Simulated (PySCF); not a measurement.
## A study: C3H2O, charge −1, doublet, SMILES `[O-][C]1C=C1`

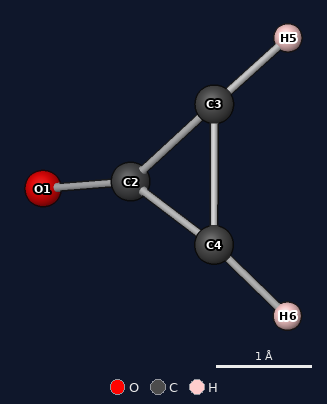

The molecule, with its atoms numbered as below. No frequency check shows the geometry to be a minimum.

Cartesian coordinates (Å):

```
O1      -1.5127    0.0003   -0.0362
C2      -0.2764    0.0001    0.0273
C3       0.9210    0.7427    0.1075
C4       0.9201   -0.7431    0.1076
H5       1.3578    1.4698   -0.5825
H6       1.3560   -1.4707   -0.5824
```

Part 1: Bonding charge

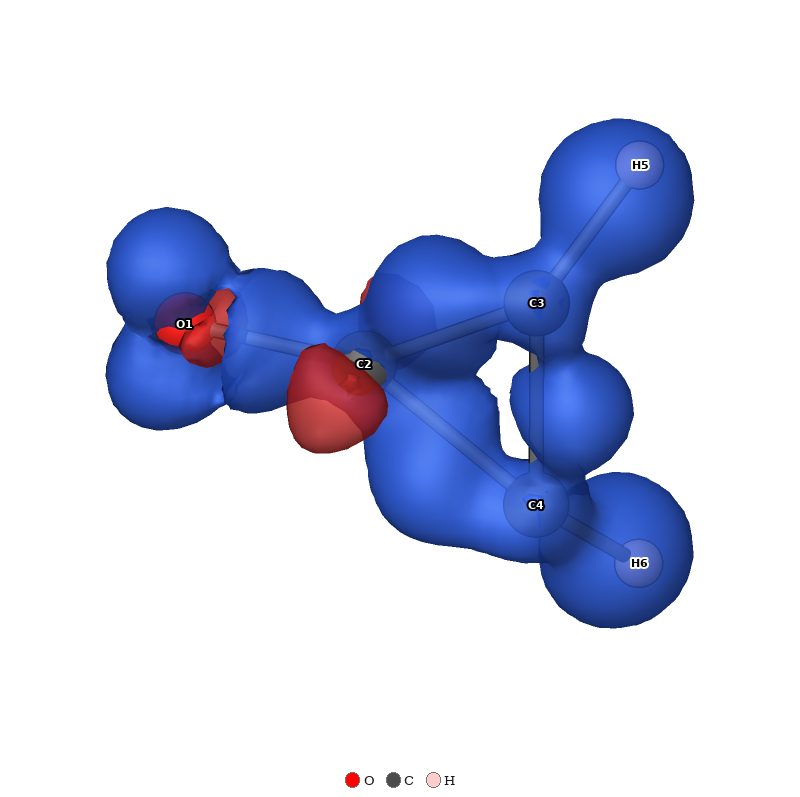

Deformation density (molecule less spherical, spin-averaged free atoms at the same positions), surfaces at ±0.15 e/Å³; blue: gain, red: loss.

Method: PBE0/6-311+G**; geometry: GFN2-xTB; program: PySCF. The highest occupied Kohn–Sham orbital has positive energy, a self-interaction fault of such functionals for anions. The stability of the open-shell solution wasn't checked. GFN2-xTB doesn't know the spin state, so this open-shell geometry is rough.

Question: Describe the bonding that the map shows.

Answer: C3–H5 and C4–H6: +0.61 e/Å³ at the bond critical point (bond length 1.09 Å). O1–C2: +0.51 e/Å³ at the bond critical point (bond length 1.24 Å). C2–C4 and C2–C3: +0.46 e/Å³ at the bond critical point (bond length 1.41 Å). C3–C4: +0.30 e/Å³ at the bond critical point (bond length 1.49 Å). In all, 1.8 electrons gather in the regions of gain relative to the promolecule of neutral atoms (this includes the anion's extra charge).

Part 2: Bond critical points

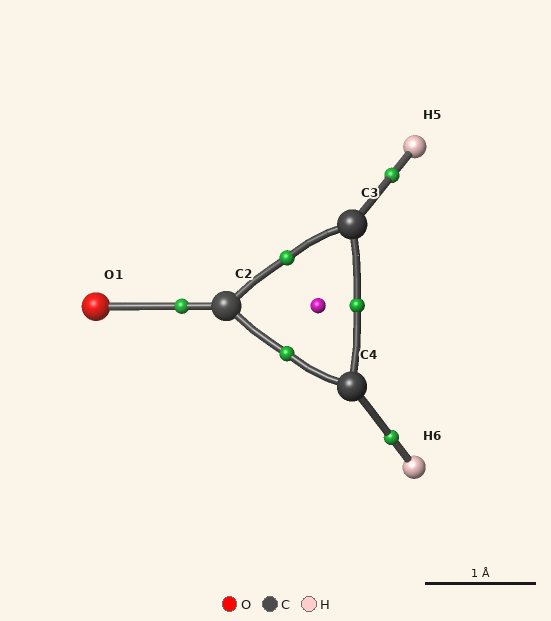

Molecular graph of the electron density (QTAIM): bond paths, bond critical points (green), ring points (magenta, if any); weak paths are dashed.

Question: How many critical points of each kind are there, and does the count close?

Answer: 6 nuclei, 6 bond, 1 ring and 0 cage critical points: 6 − 6 + 1 − 0 = 1, as the Poincaré–Hopf relation requires.

Question: What does the calculation give at each kind of bond critical point?

Answer:
```tsv
bond	length (Å)	ρ (a.u.)	∇²ρ (a.u.)	ε	H (a.u.)
O1–C2	1.238	0.381	−0.21	0.03	−0.622
C2–C4 (2 alike)	1.411	0.282	−0.60	0.19	−0.277
C3–H5 (2 alike)	1.093	0.261	−0.82	0.02	−0.253
C3–C4	1.486	0.239	−0.34	0.43	−0.200
```

Question: What kind of interaction is C3–C4?

Answer: Shared-shell (covalent): ρ = 0.239, ∇²ρ = −0.34, H = −0.200 a.u. Its ellipticity of 0.43 shows that the density isn't cylindrical about the bond.

Part 3: Electrostatic potential

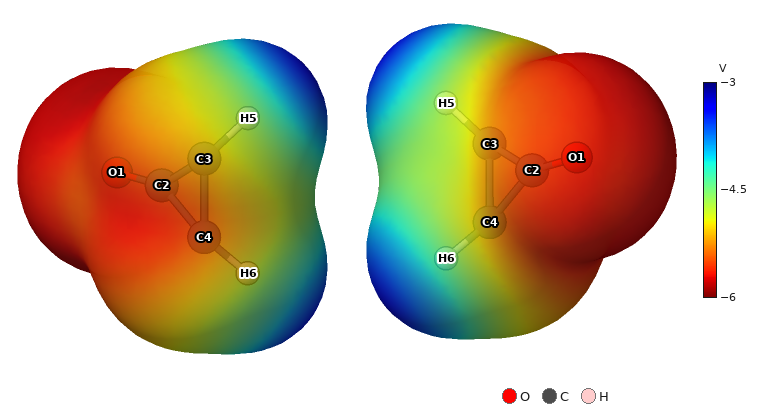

Electrostatic potential on the surface of electron density 0.001 a.u. (back view left, front view right).

Question: Where are the extremes of the potential on the surface?

Answer: Highest: −3.38 V, 1.4 Å from H6, and at like points elsewhere. Further maxima include −5.43 V, over C2, off the plane of its three bonds (1.9 Å). Lowest: −5.85 V, 1.9 Å from O1, and at like points elsewhere. The surface is sampled at points, so like sites can differ by a few per cent and only the strongest of them is named.

Question: What volume does the surface enclose?

Answer: About 86 Å³.

Part 4: Spin density

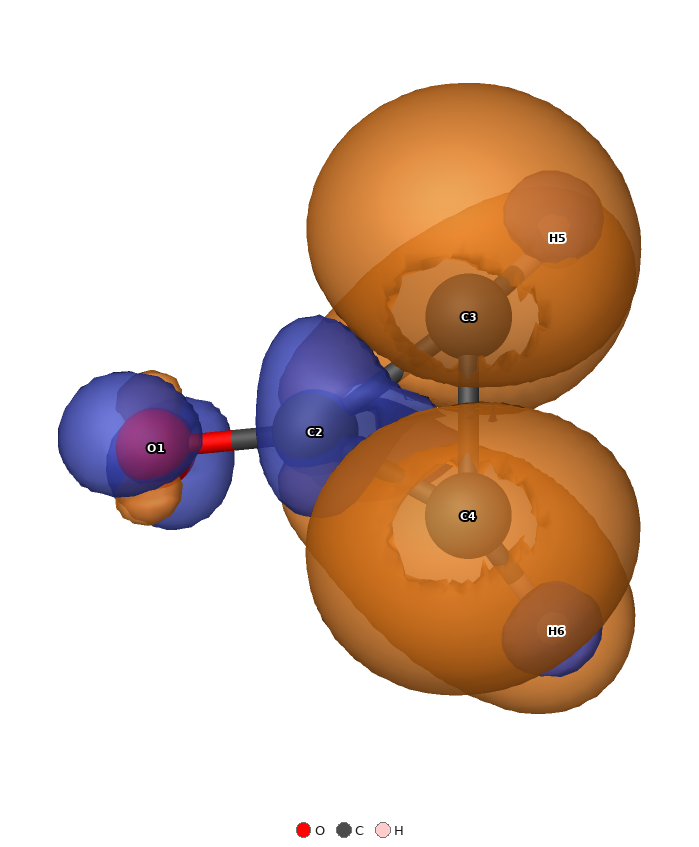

Spin density ρα − ρβ at ±0.01 e/Å³ (orange: excess α, blue: excess β).

Question: Where is the unpaired spin?

Answer: Hirshfeld spin populations: C3 and C4 +0.44 and H5 and H6 +0.06. Spin polarisation leaves negative spin on O1 (−0.03). ⟨S²⟩ = 0.77, against 0.75 for a pure state. The picture also shows regions of β spin from spin polarisation; the Hirshfeld sums, whose atoms overlap, net them against the α spin of neighbours.

Part 5: In an electric field

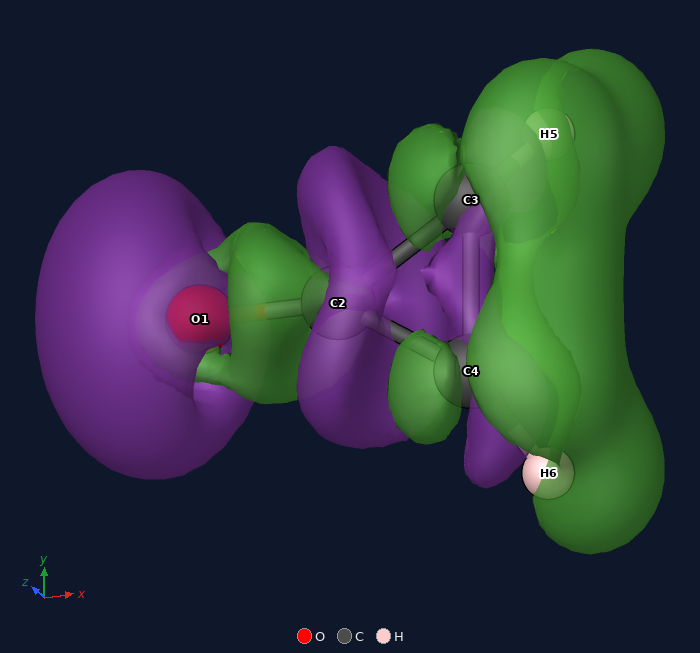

Change of the electron density in a uniform field of 0.15 V/Å, surfaces at ±0.001 e/Å³ (purple: gain, green: loss).

Computed with PySCF, PBE/aug-cc-pVDZ, geometry: GFN2-xTB. For an anion such functionals hold the outermost electrons too loosely, so the response is rough. The stability of the open-shell solution wasn't checked. GFN2-xTB doesn't know the spin state, so this open-shell geometry is rough.

The field was applied in both directions; the picture shows the one opposite to the script's first.

Question: Along which Cartesian direction does the field point?

Answer: Along +x: electrons gather on the −x side, against the field.

Question: How large is the response?

Answer: The induced dipole is 0.52 D (along the field); α along this axis, from the fields in both directions, is 71 bohr³ (10.5 Å³). The response isn't linear: the two directions induce 0.55 and 0.52 D.

Part 6: Removing or adding an electron

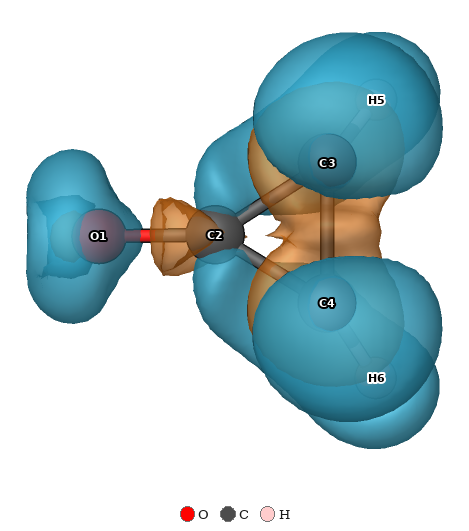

Fukui function f⁻ = ρ(N) − ρ(N−1) at fixed geometry, surfaces at ±0.02 e/Å³ (light blue positive, orange negative).

Level of theory: B3LYP/def2-SVPD (PySCF), at a geometry from GFN2-xTB. The highest occupied Kohn–Sham orbital has positive energy, a self-interaction fault of such functionals for anions. GFN2-xTB doesn't know the spin state, so this open-shell geometry is rough.

Question: On which atoms does the density change most on removal of an electron?

Answer: f⁻ (Hirshfeld-condensed) is largest on C3 and C4 (0.26 each) and O1 (0.16); the vertical detachment energy is 1.02 eV (to the singlet neutral species, which needn't be its lowest state). Condensed values hint at sites of electrophilic attack but needn't mark the atom that reacts. Orbital relaxation makes it negative in places (0.17 e in all).

```csv
atom,f⁻,charge
O1,+0.16,−0.46
C2,+0.09,+0.03
C3,+0.26,−0.25
C4,+0.26,−0.25
H5,+0.12,−0.03
H6,+0.12,−0.03
```
